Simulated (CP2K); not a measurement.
# CH9BN2Si (SMILES CN([SiH3])BN): PM3

What is the vertical singlet–triplet gap of CH9BN2Si at PM3? 

Program for the calculation: CP2K 2026.2.

2 further runs of the same task are left out: 1 that didn't finish, 1 set aside as unsound or not needed.

### Step 1. The system as given

The species is CH9BN2Si (14 atoms), meant as a singlet with charge 0. As SMILES, `CN([SiH3])BN`. The shape comes from a force field and isn't a relaxed structure. This is one conformer, not always the lowest.

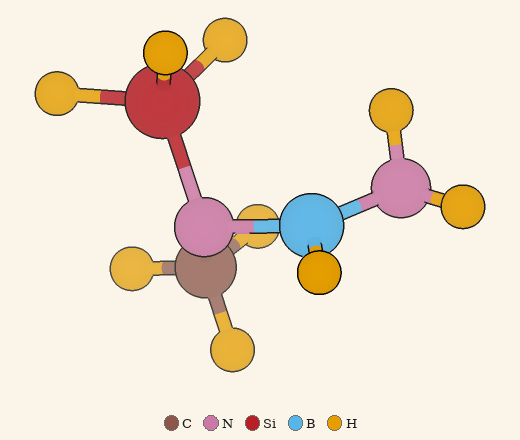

Viewed from a chosen angle; carbon brown, nitrogen pink, silicon red, boron blue, hydrogen amber.

### Step 2. Energy and gradient at PM3

Input file molecule.xyz:

```xyz
14

C     -1.489100     0.437100     0.290100
N     -0.606800    -0.634500     0.083300
Si     0.542100    -0.692500     1.431600
B      0.235700    -0.463200    -1.240100
N      0.916500     0.804600    -1.585100
H     -2.270200     0.535800    -0.559300
H     -0.981900     1.462800     0.346100
H     -2.082000     0.345500     1.205500
H     -0.137000    -0.967900     2.738600
H      1.266000     0.600200     1.602600
H      1.552100    -1.756300     1.221800
H      0.085500    -1.312300    -2.039200
H      1.240600     0.735900    -2.552700
H      1.715500     0.875500    -0.914300
```

Input file molecule.inp:

```
&FORCE_EVAL
   METHOD QUICKSTEP
   &DFT
      &QS
         METHOD PM3
         EPS_DEFAULT 1.0E-10
         &SE
            &COULOMB
               CUTOFF [angstrom] 50
               RC_RANGE [angstrom] 0
            &END
            &EXCHANGE
               CUTOFF [angstrom] 50
               RC_RANGE [angstrom] 0
            &END
         &END
      &END
      &POISSON
         PERIODIC NONE
         POISSON_SOLVER ANALYTIC
      &END
      &SCF
         SCF_GUESS ATOMIC
         EPS_SCF 1.0E-07
         MAX_SCF 80
         &DIAGONALIZATION
            ALGORITHM STANDARD
         &END
         &MIXING
            METHOD DIRECT_P_MIXING
            ALPHA 0.4
         &END
      &END
      &PRINT
         &MOMENTS
            PERIODIC F
            REFERENCE COM
            MAX_MOMENT 1
         &END
         &MO ON
            ENERGIES T
            OCCUPATION_NUMBERS T
            NDIGITS 6
            &EACH
               QS_SCF 0
            &END
            ADD_LAST NUMERIC
         &END
         &HIRSHFELD OFF
         &END
      &END
   &END
   &SUBSYS
      &CELL
         ABC 20 19.2 21.3
         PERIODIC NONE
      &END
      &TOPOLOGY
         COORD_FILE_NAME molecule.xyz
         COORD_FILE_FORMAT XYZ
         &CENTER_COORDINATES
         &END
      &END
   &END
   &PRINT
      &FORCES ON
      &END
   &END
&END

&GLOBAL
   PROJECT molecule
   RUN_TYPE ENERGY_FORCE
   PRINT_LEVEL MEDIUM
&END
```

On the command line:

```console
$ OMP_NUM_THREADS=1 cp2k.psmp -i molecule.inp -o molecule.out
```

Standard output:

```text
CP2K| version string:                                       CP2K version 2026.2
[...]
 GLOBAL| Method name                                                        CP2K
[...]
 GLOBAL| Run type                                                   ENERGY_FORCE
[...]
                             - Atoms:                                         14
[...]
                             - Spherical basis functions:                     29
[...]
 Number of electrons:                                                         30
[...]
     1 P_Mix/Diag. 0.40E+00    0.0     0.81918035       -18.7670106676 -1.88E+01
[...]
    25 DIIS/Diag.  0.62E-07    0.0     0.00000007       -26.2145850716 -9.24E-14
  *** SCF run converged in    25 steps ***
  Core-core repulsion energy [eV]:                           2103.82363384750624
  Core Hamiltonian energy [eV]:                             -1063.96470654889094
  Two-electron integral energy [eV]:                        -3506.38812864663214
  Electronic energy [eV]:                                   -2817.15877087220679
  Total energy [eV]:                                         -713.33513702470100
  Atomic reference energy [eV]:                               712.14513275378522
  Heat of formation [kcal/mol]:                               -27.44215258385373
[...]
 SE_DIPOLE| Moment [Debye]         -1.78187141      -0.51613071       0.27797057
 SE_DIPOLE| Derivative [a.u.]       0.00000000       0.00000000       0.00000000
 ENERGY| Total FORCE_EVAL ( QS ) energy [hartree]            -26.214585071638417
 FORCES| Atomic forces [hartree/bohr]
 FORCES|   Atom     x               y               z               |f|
 FORCES|      1 -4.57440054E-02  6.50376778E-02 -2.07544313E-02   8.21776124E-02
 FORCES|      2  3.94404854E-02 -2.28647587E-02 -3.03365405E-02   5.47599741E-02
 FORCES|      3  9.93130601E-03 -5.19004983E-03  1.53790189E-02   1.90284439E-02
 FORCES|      4 -2.45854409E-02  8.48707083E-03  1.90758253E-02   3.22546335E-02
 FORCES|      5  3.03151565E-02 -1.00052928E-02  4.97669410E-03   3.23091640E-02
 FORCES|      6  2.15444901E-02 -5.19366571E-03  1.93876609E-02   2.94452137E-02
 FORCES|      7 -9.85001399E-03 -1.85209425E-02 -1.13454190E-03   2.10079812E-02
 FORCES|      8  5.69761970E-04 -4.74216185E-03  3.88125266E-03   6.15441710E-03
 FORCES|      9 -9.90821510E-04 -5.34859228E-04 -4.16131782E-04   1.20040298E-03
 FORCES|     10  2.81198630E-03  2.06506367E-03  6.48473209E-04   3.54855921E-03
 FORCES|     11  2.85079481E-03 -2.65507545E-03 -1.30920209E-03   4.10980131E-03
 FORCES|     12  1.88515066E-03 -1.10799154E-02 -9.56559111E-03   1.47586873E-02
 FORCES|     13 -1.85853040E-03  3.07192543E-03  2.50691775E-02   2.53249782E-02
[...]
```

Run time: 0.22 s. Hardware: 1 thread of Arm Neoverse V2, shared host.

### Step 3. The triplet

molecule.xyz is that of step 2.

Input file job.inp:

```
&FORCE_EVAL
  METHOD QUICKSTEP
  &DFT
    CHARGE 0
    MULTIPLICITY 3
    UNRESTRICTED_KOHN_SHAM T
    &QS
      METHOD PM3
      EPS_DEFAULT 1.0E-10
      &SE
        &COULOMB
          CUTOFF [angstrom] 50
          RC_RANGE [angstrom] 0
        &END COULOMB
        &EXCHANGE
          CUTOFF [angstrom] 50
          RC_RANGE [angstrom] 0
        &END EXCHANGE
      &END SE
    &END QS
    # no periodic images
    &POISSON
      PERIODIC NONE
      POISSON_SOLVER ANALYTIC
    &END POISSON
    &SCF
      SCF_GUESS ATOMIC
      EPS_SCF 1.0E-07
      MAX_SCF 100
      ADDED_MOS 2
      &DIAGONALIZATION
        ALGORITHM STANDARD
      &END DIAGONALIZATION
      &MIXING
        METHOD DIRECT_P_MIXING
        ALPHA 0.4
      &END MIXING
    &END SCF
    # extra output
    &PRINT
      &MOMENTS
        PERIODIC F
        REFERENCE COM
        MAX_MOMENT 1
      &END MOMENTS
      &MO ON
        ENERGIES T
        OCCUPATION_NUMBERS T
        NDIGITS 6
        &EACH
          QS_SCF 0
        &END EACH
        ADD_LAST NUMERIC
      &END MO
      &HIRSHFELD OFF
      &END HIRSHFELD
    &END PRINT
  &END DFT
  &SUBSYS
    &CELL
      ABC [angstrom] 20 19.2 21.3
      PERIODIC NONE
    &END CELL
    &TOPOLOGY
      COORD_FILE_NAME molecule.xyz
      COORD_FILE_FORMAT XYZ
      &CENTER_COORDINATES
      &END CENTER_COORDINATES
    &END TOPOLOGY
  &END SUBSYS
  # extra output
  &PRINT
    &FORCES ON
    &END FORCES
  &END PRINT
&END FORCE_EVAL

&GLOBAL
  PROJECT job
  RUN_TYPE ENERGY_FORCE
  PRINT_LEVEL MEDIUM
&END GLOBAL
```

On the command line:

```console
$ OMP_NUM_THREADS=1 cp2k.psmp -i job.inp > job.out 2>&1
```

Standard output:

```text
CP2K| version string:                                       CP2K version 2026.2
[...]
 GLOBAL| Method name                                                        CP2K
[...]
 GLOBAL| Run type                                                   ENERGY_FORCE
[...]
                             - Atoms:                                         14
[...]
                             - Spherical basis functions:                     29
[...]
 Number of electrons:                                                         16
[...]
     1 P_Mix/Diag. 0.40E+00    0.0     0.47413021       -18.7670106676 -1.88E+01
[...]
    40 DIIS/Diag.  0.87E-07    0.0     0.00000009       -26.1307320433 -1.85E-13
  *** SCF run converged in    40 steps ***
  Core-core repulsion energy [eV]:                           2103.82363384750624
  Core Hamiltonian energy [eV]:                             -1054.78634992038201
  Two-electron integral energy [eV]:                        -3520.18132801768888
  Electronic energy [eV]:                                   -2814.87701392922645
  Total energy [eV]:                                         -711.05338008172055
  Atomic reference energy [eV]:                               712.14513275378522
  Heat of formation [kcal/mol]:                                25.17641670947390
[...]
 SE_DIPOLE| Moment [Debye]          0.19043410      -0.80750831       2.16213813
 SE_DIPOLE| Derivative [a.u.]       0.00000000       0.00000000       0.00000000
 ENERGY| Total FORCE_EVAL ( QS ) energy [hartree]            -26.130732043251172
 FORCES| Atomic forces [hartree/bohr]
 FORCES|   Atom     x               y               z               |f|
 FORCES|      1 -5.69737947E-02  3.32740446E-02 -2.65901445E-02   7.11351608E-02
 FORCES|      2  4.48191195E-02  3.61967875E-02 -3.74811925E-02   6.87299112E-02
 FORCES|      3  1.11134277E-02 -2.08298173E-02  2.46281658E-02   3.41165079E-02
 FORCES|      4 -2.58750784E-02 -3.28144571E-03  1.28081151E-02   2.90574497E-02
 FORCES|      5  2.79489186E-02 -1.22046320E-02  6.41144123E-03   3.11641087E-02
 FORCES|      6  1.97237847E-02 -1.59132774E-03  1.95819785E-02   2.78390713E-02
 FORCES|      7 -4.41584597E-03 -2.26613538E-02 -2.21460469E-03   2.31935579E-02
 FORCES|      8  8.92413886E-04 -2.57107116E-03  4.45288878E-03   5.21871899E-03
 FORCES|      9  3.09490861E-03 -6.26318312E-04  2.38096486E-03   3.95470955E-03
 FORCES|     10  2.93137021E-03  1.50788544E-03  1.01899032E-03   3.45036100E-03
 FORCES|     11  5.47379085E-03 -2.21764901E-03  3.20609381E-03   6.72007373E-03
 FORCES|     12  4.39356018E-04 -9.75483207E-03 -9.40769436E-03   1.35592955E-02
 FORCES|     13 -1.98858227E-03  2.47149794E-03  2.51070752E-02   2.53066787E-02
[...]
```

It took 0.28 s on 1 thread of Arm Neoverse V2, shared host.

### Step 4. Results

At PM3:

| quantity | value |
| --- | --- |
| singlet: total energy | -26.21459 Eh |
| singlet: dipole moment | 1.88 D |
| singlet: HOMO energy | -8.84 eV |
| singlet: heat of formation at this unrelaxed shape | -27.4 kcal/mol |
| singlet: largest force on an atom | 4.226 eV/Å |
| triplet: total energy | -26.13073 Eh |
| triplet: dipole moment | 2.32 D |
| triplet: HOMO energy (highest over α and β) | -6.15 eV |
| triplet: LUMO energy (lowest over α and β) | -1.34 eV |
| triplet: heat of formation at this unrelaxed shape | 25.2 kcal/mol |
| triplet: largest force on an atom | 3.658 eV/Å |
| vertical energy of the triplet above the singlet | 2.282 eV |

At this shape the triplet lies 2.28 eV (220 kJ/mol) above the singlet. The largest force (singlet) is 4.23 eV/Å: the shape isn't a stationary point for this species at this level.
